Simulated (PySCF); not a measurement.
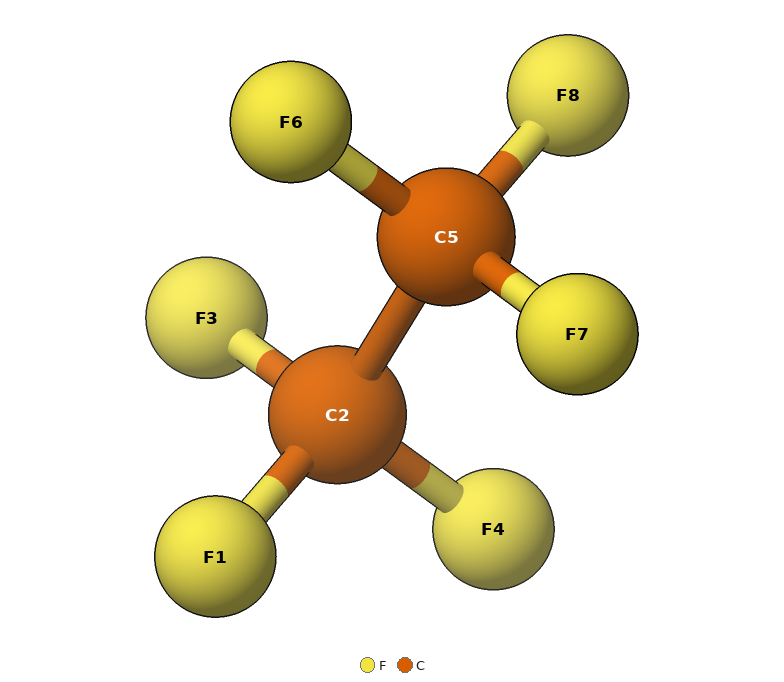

The geometry was computed by an optimisation with GFN2-xTB. No frequency run is at hand to confirm it as a minimum. Level of theory: B3LYP/pcJ-1 indirect spin-spin coupling, non-relativistic, gas phase (PySCF 2.14.0). Isotopes: 13C, 19F.

Give the spin–spin coupling constants of these pairs, with the number of bonds between them: C2/C5, C2/F3, C5/F7, C5/F8, F3/C5, F3/F4, F4/C5, F6/F8, F1/F7, F4/F8.

```json
{"pair": "C2, C5", "bonds apart": "1", "J (Hz)": "119.2"}
{"pair": "C2, F3", "bonds apart": "1", "J (Hz)": "−361.8"}
{"pair": "C5, F7", "bonds apart": "1", "J (Hz)": "−361.7"}
{"pair": "C5, F8", "bonds apart": "1", "J (Hz)": "−361.7"}
{"pair": "F3, C5", "bonds apart": "2", "J (Hz)": "48.2"}
{"pair": "F3, F4", "bonds apart": "2", "J (Hz)": "64.6"}
{"pair": "F4, C5", "bonds apart": "2", "J (Hz)": "48.3"}
{"pair": "F6, F8", "bonds apart": "2", "J (Hz)": "63.9"}
{"pair": "F1, F7", "bonds apart": "3", "J (Hz)": "−14.3"}
{"pair": "F4, F8", "bonds apart": "3", "J (Hz)": "−14.6"}
```

Density functionals are unreliable for couplings to fluorine, so those rows may be far off.
